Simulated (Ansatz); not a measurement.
# SnGeH6 (SMILES [GeH3][SnH3]): B3LYP/def2-SVP (core potential)

What is the energy change on altering one bond length of SnGeH6 at B3LYP/def2-SVP (core potential)? 

Program for the calculation: Ansatz 0.2.0.

41 further runs of the same task are left out: 41 set aside as unsound or not needed.

### 1 The structure to begin with

The species is SnGeH6 (8 atoms), meant as a singlet with charge 0. SMILES: `[GeH3][SnH3]`. Geometry: relaxed at PBE0-D4/def2-TZVP.

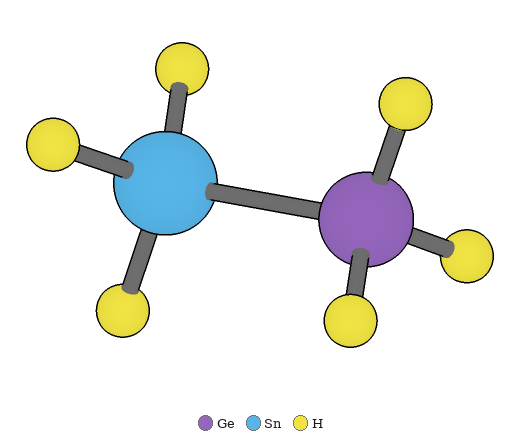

Viewed from a chosen angle; germanium purple, tin blue, hydrogen yellow.

### 2 A single-point energy at B3LYP/def2-SVP (core potential)

Contents of input.yaml:

```yaml
crystal:
  periodic: [false, false, false]
  atoms:
    - symbol: Ge
      position_ang: [-0.754100, 0.285800, -1.041300]
    - symbol: Sn
      position_ang: [0.751500, -0.290300, 0.992300]
    - symbol: H
      position_ang: [-1.830800, 1.307300, -0.639500]
    - symbol: H
      position_ang: [-1.453400, -0.978600, -1.567000]
    - symbol: H
      position_ang: [0.087500, 0.886500, -2.179300]
    - symbol: H
      position_ang: [-0.187600, -0.932800, 2.265200]
    - symbol: H
      position_ang: [1.931000, -1.444200, 0.553800]
    - symbol: H
      position_ang: [1.547900, 1.109100, 1.560100]
basis:
  gaussian:
    orbitals: def2-SVP
hamiltonian:
  xc: {name: B3LYP}
accuracy: high
output: {orbitals: {seedname: orbitals}}
```

Started as:

```
$ ansatz run input.yaml --threads 1 --pin off --max-ram 3480MiB --events-out events.jsonl --progress --plain --runs-dir runs
```

Log:

```text
Warning: RAYON_NUM_THREADS=1 ignored (pool sized by the plan → 1); use --threads N
Functional definition: B3LYP
  name "B3LYP"
  parameter a0 = 0.2
  parameter ax = 0.72
  parameter ac = 0.81
  exchange = (1 - a0 - ax)*slater_x + ax*b88_x + a0*exact_x
  correlation = (1 - ac)*vwn_rpa_c + ac*lyp_c
2024 factors; integrals over basis functions are off by at most 1.1e-8 eV
mean field evaluation 1: about -62442.4131 eV, gradient 1.8e1 eV
mean field evaluation 2: about -62442.7827 eV, gradient 1.4e1 eV
mean field evaluation 4: about -62443.0030 eV, gradient 3.8e-1 eV
mean field evaluation 8: about -62443.0507 eV, gradient 2.7e-2 eV
mean field evaluation 16: about -62443.0507 eV, gradient 1.6e-6 eV
mean field -62443.05067084 eV, -2294.7397867336 hartree, gradient 2.1e-8 eV, S^2 0.000000; 0 other end points of the search recorded, 0 dependent functions left out
reference -62443.05071607 eV, -2294.7397883958 hartree; 30, 30 occupied and 58, 58 virtual orbitals, 2024 factors
Total energy: -62443.05071607 eV, -2294.7397883958 hartree
```

It took 6.9 s on 1 thread of Arm Neoverse V2, shared host; peak memory 0.33 GiB.

### 3 The distorted shape at the same level

Contents of molecule.yaml:

```yaml
crystal:
  periodic: [false, false, false]
  atoms:
    - {symbol: Ge, position_ang: [-1.006600, 0.105576, -0.699873]}
    - {symbol: Sn, position_ang: [0.499000, -0.470524, 1.333727]}
    - {symbol: H, position_ang: [-2.083300, 1.127076, -0.298073]}
    - {symbol: H, position_ang: [-1.705900, -1.158824, -1.225573]}
    - {symbol: H, position_ang: [0.087500, 0.886500, -2.179300]}
    - {symbol: H, position_ang: [-0.440100, -1.113024, 2.606627]}
    - {symbol: H, position_ang: [1.678500, -1.624424, 0.895227]}
    - {symbol: H, position_ang: [1.295400, 0.928876, 1.901527]}
basis:
  gaussian: {orbitals: def2-SVP}
magnetization: {spin_polarized: false, initial_magnetization: 0}
hamiltonian: {xc: {name: B3LYP}}
accuracy: high
output: {orbitals: {seedname: orbitals}}
```

Started as:

```
$ ansatz run molecule.yaml --threads 1 --pin off --max-ram 3480MiB --events-out events.jsonl --progress --plain --runs-dir runs
```

Log, cut to the lines that bear on the results:

```text
Warning: RAYON_NUM_THREADS=1 ignored (pool sized by the plan → 1); use --threads N
[... 7 set-up lines as earlier in the session ...]
2013 factors; integrals over basis functions are off by at most 9.2e-9 eV
mean field evaluation 1: about -62441.5215 eV, gradient 1.7e1 eV
mean field evaluation 2: about -62441.8045 eV, gradient 1.5e1 eV
mean field evaluation 4: about -62442.0715 eV, gradient 4.9e-1 eV
mean field evaluation 8: about -62442.1169 eV, gradient 2.0e-2 eV
mean field evaluation 16: about -62442.1169 eV, gradient 6.2e-6 eV
mean field -62442.11686239 eV, -2294.7054699060 hartree, gradient 4.2e-8 eV, S^2 0.000000; 0 other end points of the search recorded, 0 dependent functions left out
reference -62442.11690814 eV, -2294.7054715871 hartree; 30, 30 occupied and 58, 58 virtual orbitals, 2013 factors
Total energy: -62442.11690814 eV, -2294.7054715871 hartree
```

Wall time 7.5 s (1 thread of Arm Neoverse V2, shared host); peak memory 0.32 GiB.

### 4 Results

At B3LYP/def2-SVP (core potential):

| quantity | value |
| --- | --- |
| first shape: total energy | -2294.73979 Eh |
| first shape: HOMO energy | -7.68 eV |
| first shape: LUMO energy | -0.14 eV |
| first shape: HOMO–LUMO gap | 7.54 eV |
| distorted shape: total energy | -2294.70547 Eh |
| distorted shape: HOMO energy | -7.67 eV |
| distorted shape: LUMO energy | -1.20 eV |
| distorted shape: HOMO–LUMO gap | 6.47 eV |
| energy change with the Ge1–H5 bond stretched from 1.538 to 1.999 Å | 0.934 eV |

With the Ge1–H5 bond stretched from 1.538 to 1.999 Å the energy rises by 0.93 eV (21.5 kcal/mol). The first shape isn't relaxed at this level, so the change isn't measured from a minimum.
